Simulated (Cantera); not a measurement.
A closed system holds: 1 mol Si3N4, 0.29 mol CO2, 780 mol H2, at 1402 °C.

Method: chemical equilibrium by Gibbs-energy minimisation in Cantera with the NASA 1993 tables (ideal gas, pure condensed phases). Candidate condensed phases: C, C6H6, C7H8, C8H18, H2O, Si, SiC, SiO2, Si2N2O, Si3N4; 151 gas species. Mutual solubility and eutectic melting of coexisting phases are not modelled. Gases not in the tables: Si2H6 and higher silanes. The numbers say what is thermodynamically allowed, not how fast it happens.

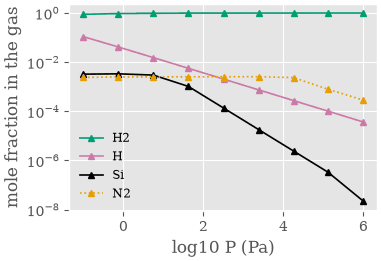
Equilibrium gas composition (values under 1e-9 drawn at 1e-9)

From 0.100 Pa to 0.750 Pa nothing is condensed. At 5.60 Pa the condensed part is SiC(s). From 42.0 Pa to 2400 Pa the condensed part is Si(s) + SiC(s). At 18000 Pa the condensed part is Si(s) + SiC(s) + Si2N2O(s). At 130000 Pa the condensed part is Si(s) + SiC(s) + Si2N2O(s) + Si3N4(s). At 1000000 Pa the condensed part is SiC(s) + Si2N2O(s) + Si3N4(s). The main Si-bearing gas is Si at 0.100 Pa and SiH4 at 1000000 Pa.
